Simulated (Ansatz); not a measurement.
```xyz
6

Cl   -1.3503   -2.7447    0.6148
Al   -0.3019   -1.1272   -0.2080
B     0.6178    0.5599   -0.7425
N    -0.0559    0.5400    0.4873
H     1.2527    1.3904   -1.3412
H    -0.1203    1.3177    1.1433
```

Computed with RKS PBE0-D4/def2-SVP in Ansatz 0.2.0.

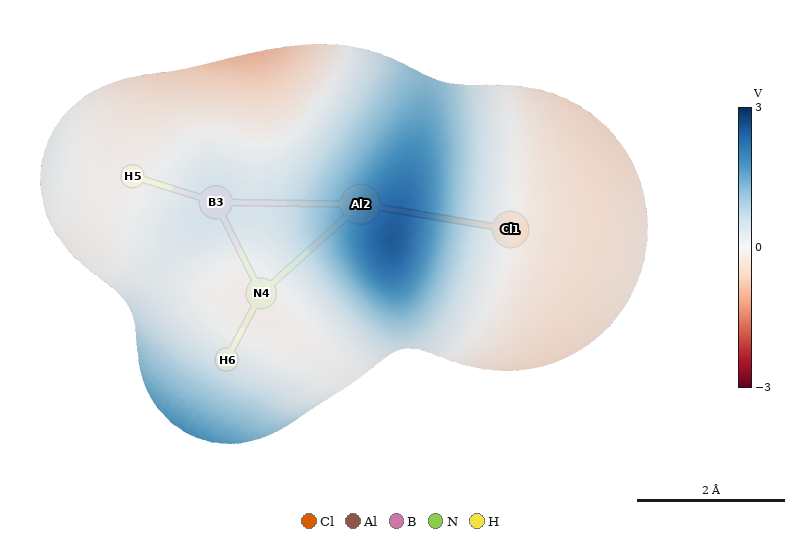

AlBClH2N (SMILES [Cl][Al]1[BH][NH]1). The molecular electrostatic potential painted on the density surface at 0.002 e/bohr³, seen across its widest extent; red is negative and blue positive.

Which sites attract a positive test charge, and which a negative one?

Answer. A positive charge is drawn to the negative regions and a negative charge to the positive ones. The most negative region (about −0.9 V, or −21 kcal/mol for a unit charge) lies over H5, the most positive (about +2.5 V, or +58 kcal/mol for a unit charge) over Al2.
